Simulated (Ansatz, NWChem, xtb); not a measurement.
## A ladder of methods for CH5GaN2 (SMILES [H]/N=[C](/N)[GaH2])

CH5GaN2: 9 atoms, total charge 0, spin state singlet. SMILES: `[H]/N=[C](/N)[GaH2]`. The coordinates come from a PBE0-D4/def2-TZVP relaxation. This is one conformer, not always the lowest.

```xyz
9

N    -0.2359    0.5058   -1.5983
C     0.1473    0.2507   -0.4039
N     1.2930    0.8271    0.0656
Ga   -0.8355   -1.0071    0.7905
H    -1.0681   -0.0231   -1.8392
H     1.4747    0.8509    1.0515
H     1.7074    1.5559   -0.4973
H    -2.0487   -1.7513    0.1330
H    -0.4341   -1.2090    2.2981
```

Each level gives the dipole moment (D). The values are calculated.

```csv
level,kind,program,value (D),CPU time
GFN2-xTB,semi-empirical,xtb,2.38,under 2 s
GFN0-xTB,semi-empirical,xtb,4.68,under 2 s
GFN1-xTB,semi-empirical,xtb,2.71,under 2 s
HF/STO-3G,Hartree–Fock,Ansatz,2.46,1.5 s
HF/3-21G,Hartree–Fock,Ansatz,2.66,1.6 s
HF/def2-SVP,Hartree–Fock,Ansatz,2.63,5.9 s
HF/cc-pVTZ,Hartree–Fock,Ansatz,2.67,40 s
SPZ81/cc-pVDZ/cc-pVDZ-PP (core potential),LDA,NWChem,1.96,61 s
r2SCAN/cc-pVDZ,meta-GGA,Ansatz,2.06,22 s
B3LYP/6-31G* (spherical functions),global hybrid,Ansatz,2.15,12 s
```

All-electron rows without a relativistic Hamiltonian named are non-relativistic, while core potentials hold scalar relativity, so basis and relativity change together. The values span 1.96 to 4.68 D. Magnitudes only. Sets without polarisation functions give poor dipoles. CPU times are rough (shared hosts, several kinds of processor and program).

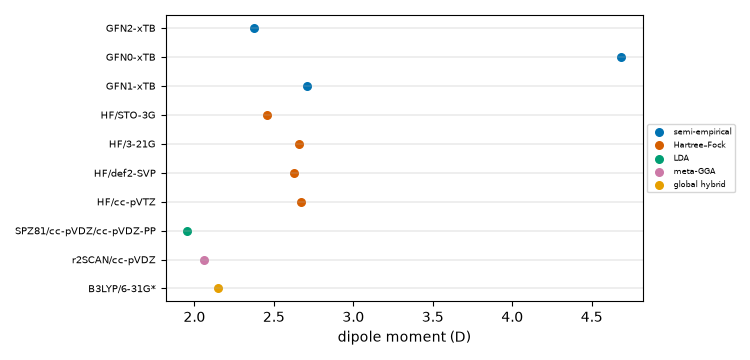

The values of the table, level by level.
